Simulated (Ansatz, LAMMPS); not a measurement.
# Relaxing glassy 64SiO2-18MgO-9Li2O-9K2O (mol %) (155 atoms), part 2 of 2

Wanted: the relaxed structure of glassy 64SiO2-18MgO-9Li2O-9K2O (mol %) (155 atoms) and its electronic structure.

Ansatz 0.2.0; Kohn-Sham DFT, PBE, PAW (set soft_2), plane waves.

The cell: 35 Si, 10 Mg, 10 Li, 10 K and 90 O. The quench rate of 50 K/ps is many orders above laboratory rates. The network of bonds at the start is that of the classical potential that made the cell. The Brillouin zone is sampled at Γ only, in a cell whose shortest periodic width is 13 Å.

So far, density (g/cm³): step 4 (structure statistics after relaxation) 2.56.

### 5. Single point at the relaxed geometry

The electronic structure is read at the final geometry, in a run of its own.

input.yaml reads:

```yaml
crystal:
  lattice:
    - [12.66431, 0.0, 0.0]
    - [0.0, 12.66431, 0.0]
    - [0.0, 0.0, 12.66431]
  atoms:
    - { symbol: Si, position: [0.62046, 0.80236, 0.78341] }
    - { symbol: Si, position: [0.58155, 0.19812, 0.28999] }
    - { symbol: Si, position: [0.05292, 0.80895, 0.1712] }
    - { symbol: Si, position: [0.88433, 0.2609, 0.45343] }
    [... 145 atom lines left out ...]
    - { symbol: O, position: [0.63771, 0.69471, 0.71244] }
    - { symbol: O, position: [0.50089, 0.62135, 0.89851] }
    - { symbol: O, position: [0.23831, 0.70792, 0.50446] }
    - { symbol: O, position: [0.80201, 0.46466, 0.99539] }
    - { symbol: O, position: [0.43137, 0.63175, 0.52501] }
    - { symbol: O, position: [0.80117, 0.30323, 0.54656] }
kpoints:
  mp_grid: { grid: [1, 1, 1] }
hamiltonian:
  xc: pbe
scf:
  occupations: { method: fixed }
output:
  forces: true
  stress: true
  populations: intrinsic
  dos:
    method: { smearing: { sigma: 0.08 } }
    de: 0.1
    projected: { site_lists: { K: [K], Li: [Li], Mg: [Mg], O: [O], Si: [Si] } }
  eigenvalues: true
  write_density: true
  write_potential: true
  volumetric_format: npy
```

Command:

```bash
$ ansatz run input.yaml --threads 4 --pin off --max-ram 8192MiB --backend cpu --events-out ev --progress --plain --runs-dir out
```

It took 54 s on 4 threads of Intel Xeon Platinum 8488C (Sapphire Rapids), shared host; peak memory 3.4 GiB; 3.2 min of CPU time.

Numbers from this run:

```yaml
free_energy: -110162.3327 eV
free_energy_per_atom: -710.7247 eV/atom
scf_cycles: 9
pressure: 1.625 GPa
r_m_s_force_component: 0.00634 eV/Å
longest_force: 0.02786 eV/Å
fermi_energy: 3.858 eV
spacing_of_highest_filled_and_lowest_empty_level: 4.003 eV
```

Intrinsic-atomic-orbital charges by element and coordination:

```csv
element,coordination,atoms,mean charge (e),spread,least,most
K,all,10,0.866,0.0128,0.845,0.889
K,4,3,0.872,9.0e-4,0.871,0.873
K,5,3,0.860,0.0111,0.845,0.871
K,6,3,0.871,0.015,0.852,0.889
K,7,1,0.848,0,0.848,0.848
Li,all,10,0.784,0.0057,0.779,0.797
Li,3,3,0.780,0.0011,0.779,0.782
Li,4,7,0.786,0.0061,0.780,0.797
Mg,all,10,1.62,0.0134,1.60,1.65
Mg,4,6,1.62,0.0106,1.60,1.64
Mg,5,4,1.63,0.0116,1.62,1.65
O,all,90,-1.01,0.123,-1.51,-0.879
O,2,20,-0.902,0.0404,-1.07,-0.879
O,3,47,-1.01,0.111,-1.21,-0.889
O,4,23,-1.10,0.120,-1.51,-0.921
Si,all,35,1.66,0.0595,1.55,1.74
```

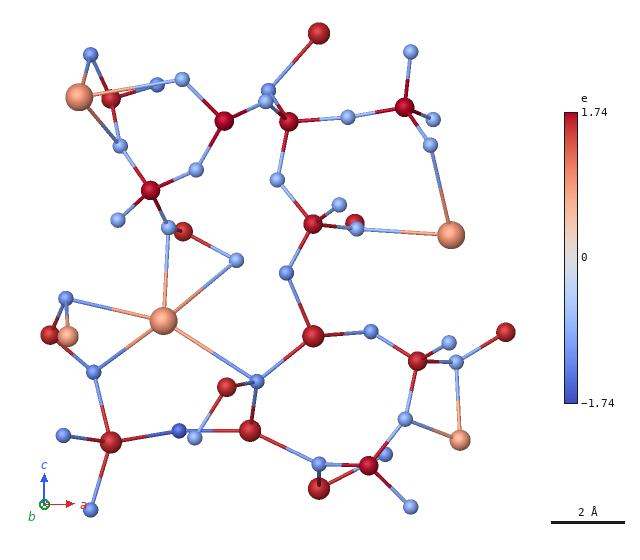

Atoms coloured by intrinsic-atomic-orbital charge. Drawn is a slice 4 Å thick, seen along the normal of the ac plane.

States in the cell by windows of 1 eV, zero at the Fermi level; the larger projections on atomic orbitals stand beside the total:

```csv
from (eV),to (eV),total,O p,Si p
-10,-9,11.2,7.4,0.6
-9,-8,16.0,10.8,1.3
-8,-7,25.3,17.9,3.2
-7,-6,30.8,23.2,5.3
-6,-5,24.5,18.9,3.9
-5,-4,64.9,51.9,6.6
-4,-3,87.1,75.2,5.5
-3,-2,102.1,93.9,3.1
-2,-1,97.0,91.3,2.0
-1,0,76.3,73.0,1.1
0,1,2.8,2.7,0.0
1,3,0.0,0.0,0.0
3,4,0.7,0.0,0.0
4,5,1.3,0.0,0.0
```

The curve was stored every 0.10 eV, coarse against its broadening of 0.08 eV, so these counts are rough.

With fixed occupations the program's Fermi level is the highest filled level; weight inside the gap is the broadening of levels at its edges.

Between -26 and -10 eV lie 242 more states.

The stored curve holds about 780 of the 900 electrons; the rest, give or take the few that broadening carries across the Fermi level, lie in deeper levels below its range.

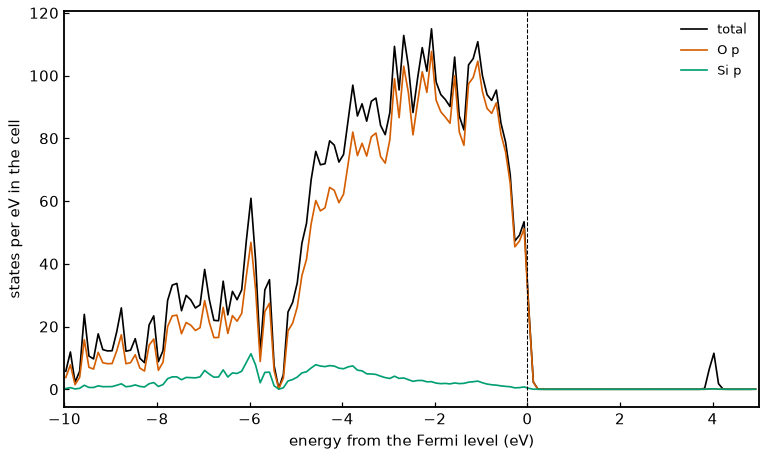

Total and projected density of states, with the broadening of the input.

The levels nearest the highest filled one (over half full), pooled over k-points and spins:

```csv
level less the highest filled one (eV),occupation
-0.161,2
-0.135,2
-0.104,2
-0.0602,2
-0.0309,2
0,2
4.00,0
5.13,0
5.36,0
5.41,0
5.45,0
5.49,0
```

Mean intrinsic-atomic-orbital charges: K +0.87, Li +0.78, Mg +1.62, O -1.01, Si +1.66 e.

### 6. Results

```json
{
 "energy change in the relaxation": "-95.41 meV/atom",
 "r.m.s. displacement": "0.325 Å",
 "largest displacement": "1.457 Å",
 "free energy per atom": "-710.7247 eV/atom",
 "pressure": "1.625 GPa",
 "r.m.s. force component": "0.00634 eV/Å",
 "gap (highest filled to lowest empty level)": "4.003 eV",
 "wall time of the 3 DFT runs": "8.8 min"
}
```

**Reading.** Relaxation lowers the energy by 95.4 meV/atom and moves atoms by 0.33 Å r.m.s.; the r.m.s. force component goes from 1.4 to 0.0063 eV/Å, the pressure goes from 5.2 to 1.6 GPa, and the gap from 2.86 to 4.00 eV. By the final cutoffs 16 of 280 bonded pairs parted and 9 joined. From the first step to the last the energy fell by 14.788 eV, and the largest move was 1.46 Å (Mg39). The O-Li bonds change most in mean length: from 2.104 Å (spread 0.168) to 2.000 Å (spread 0.141), and their number from 36 to 37. Counting bonds as in the table, 70 % of Li atoms have 4, 60 % of Mg atoms have 4 and 52 % of O atoms have 3 bonded neighbours. 57 % of the oxygens bridge two formers (Si) and 42 % are non-bridging; 1 % join none. Between filled and empty levels lie 4.00 eV (at Γ alone); a semilocal functional tends to put such gaps too low. In a disordered cell it changes from sample to sample, and tail or defect levels can set it.

**Limits.** The network of bonds at the start is that of the classical potential that made the cell; in DFT 16 of its 280 bonded pairs passed out of the cutoffs and 9 came within them. The pressure of 1.6 GPa says that the cell would expand at this level of theory.

[Logs are printed without paths, hosts, clocks, repeated set-up lines and the standing remarks that a program may print on its own settings, such as how far it seeks lower states.]

[Hosts, paths, dates, database ids (printed as entryN), source tags and the programs' standing remarks are cut or masked in the printed files.]
